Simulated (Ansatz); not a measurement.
# BNH6 (SMILES [BH3-][NH3+]) at CCSDT/STO-3G

What is the vertical singlet–triplet gap of BNH6 at CCSDT/STO-3G? 

Program for the calculation: Ansatz 0.2.0.

48 further runs of the same task are left out: 2 that didn't finish, 46 set aside as unsound or not needed.

## 1. The system as given

BNH6: 8 atoms, total charge 0, spin state singlet. SMILES: `[BH3-][NH3+]`. The coordinates come from a PBE0-D4/def2-TZVP relaxation.

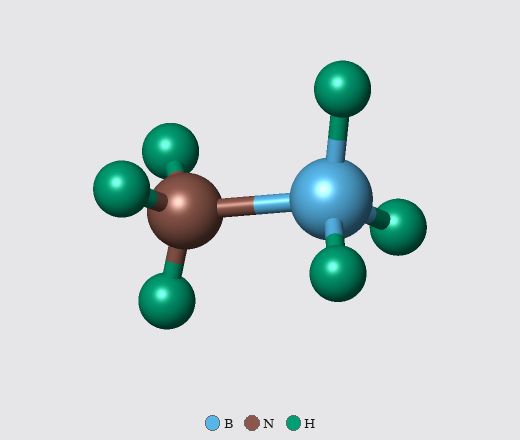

Viewed from a chosen angle; boron blue, nitrogen brown, hydrogen teal.

## 2. The energy at CCSDT/STO-3G

The input, molecule.yaml:

```yaml
basis:
  gaussian: {orbitals: STO-3G}
crystal:
  periodic: [false, false, false]
  atoms:
    - symbol: B
      position_ang: [-0.191300, 0.250800, -0.775400]
    - symbol: N
      position_ang: [0.206500, -0.255100, 0.731700]
    - symbol: H
      position_ang: [-0.078200, -0.728400, -1.481000]
    - symbol: H
      position_ang: [-1.332600, 0.649700, -0.687200]
    - symbol: H
      position_ang: [0.604400, 1.126600, -1.038400]
    - symbol: H
      position_ang: [0.140800, 0.507000, 1.398700]
    - symbol: H
      position_ang: [1.156600, -0.611300, 0.755300]
    - symbol: H
      position_ang: [-0.414000, -0.996500, 1.040500]
correlation: {method: ccsdt, frozen_orbitals: {B: 1, H: 0, "N": 1}}
accuracy: high
scf: {omitted_lower_state_checks: [cluster_reference, increment]}
```

Started as:

```console
$ ansatz run molecule.yaml --threads 1 --pin off --max-ram 2610MiB --events-out events.jsonl --progress --plain --runs-dir runs
```

Log, shortened:

```text
Warning: RAYON_NUM_THREADS=1 ignored (pool sized by the plan → 1); use --threads N
Functional definition: HF
  name "HF"
[...]
276 factors; integrals over basis functions are off by at most 8.0e-9 eV
[...]
mean field -2220.28457934 eV, -81.5939533279 hartree, gradient 1.5e-8 eV, S^2 0.000000; 0 other end points of the search recorded, 0 dependent functions left out
2 core orbitals not correlated: weight in the atoms' cores, before any rotation towards them, 1.000 or more for the frozen orbitals, at most 0.000 for the correlated occupied ones
reference -2220.28457934 eV, -81.5939533279 hartree; 7, 7 occupied and 7, 7 virtual orbitals, 276 factors
second order -2.71598832 eV of doubles, -0.00000000 eV of singles
cycle   1  -3.33584807 eV  change   -6.2e-1 eV  update   5.7e-2
[...]
cycle  17  -3.67287998 eV  change   9.6e-11 eV  update   1.3e-9
Total energy: -2223.95745932 eV, -81.7289291777 hartree
Checks for a lower state left out: cluster_reference, increment
```

It took 0.46 s on 1 thread of Arm Neoverse V1, shared host.

## 3. The triplet

The input, molecule.yaml:

```yaml
crystal:
  periodic: [false, false, false]
  atoms:
    - {symbol: B, position_ang: [-0.191300, 0.250800, -0.775400]}
    - {symbol: N, position_ang: [0.206500, -0.255100, 0.731700]}
    - {symbol: H, position_ang: [-0.078200, -0.728400, -1.481000]}
    - {symbol: H, position_ang: [-1.332600, 0.649700, -0.687200]}
    - {symbol: H, position_ang: [0.604400, 1.126600, -1.038400]}
    - {symbol: H, position_ang: [0.140800, 0.507000, 1.398700]}
    - {symbol: H, position_ang: [1.156600, -0.611300, 0.755300]}
    - {symbol: H, position_ang: [-0.414000, -0.996500, 1.040500]}
basis:
  gaussian: {orbitals: STO-3G}
magnetization: {spin_polarized: true, initial_magnetization: 2}
correlation: {method: ccsdt, frozen_orbitals: {B: 1, H: 0, "N": 1}}
accuracy: high
scf: {omitted_lower_state_checks: [cluster_reference, increment]}
```

Started as:

```console
$ ansatz run molecule.yaml --threads 1 --pin off --max-ram 2610MiB --events-out events.jsonl --progress --plain --runs-dir runs
```

Log, shortened:

```text
Warning: RAYON_NUM_THREADS=1 ignored (pool sized by the plan → 1); use --threads N
[... 2 set-up lines as earlier in the session ...]
[...]
276 factors; integrals over basis functions are off by at most 8.0e-9 eV
[...]
mean field -2206.15334545 eV, -81.0746400608 hartree, gradient 2.3e-8 eV, S^2 2.007064; 8 other end points of the search recorded, 0 dependent functions left out
2 core orbitals not correlated: weight in the atoms' cores, before any rotation towards them, 1.000 or more for the frozen orbitals, at most 0.000 for the correlated occupied ones
reference -2206.15334545 eV, -81.0746400608 hartree; 8, 6 occupied and 6, 8 virtual orbitals, 276 factors
second order -2.43035305 eV of doubles, -0.00000000 eV of singles
cycle   1  -3.06048528 eV  change   -6.3e-1 eV  update   6.6e-2
[...]
cycle  75  -3.56604923 eV  change   8.9e-10 eV  update   1.3e-9
Total energy: -2209.71939468 eV, -81.2056899529 hartree
Checks for a lower state left out: cluster_reference, increment
```

Run time: 2.3 s. Hardware: 1 thread of Arm Neoverse V1, shared host.

## 4. Outcome

At CCSDT/STO-3G, 2 core orbitals frozen:

| quantity | value |
| --- | --- |
| singlet: total energy | -81.72893 Eh |
| singlet: correlation energy (2 core orbitals frozen) | -135.0 mEh |
| singlet: T1 diagnostic | 0.004 |
| triplet: total energy | -81.20569 Eh |
| triplet: correlation energy (2 core orbitals frozen) | -131.0 mEh |
| triplet: ⟨S²⟩ of the reference determinant | 2.007 |
| triplet: T1 diagnostic | 0.041 |
| vertical energy of the triplet above the singlet | 14.238 eV |

What this shows: At this shape the triplet lies 14.24 eV (1374 kJ/mol) above the singlet. In a minimal basis such a difference can be off by several eV, whatever the method.
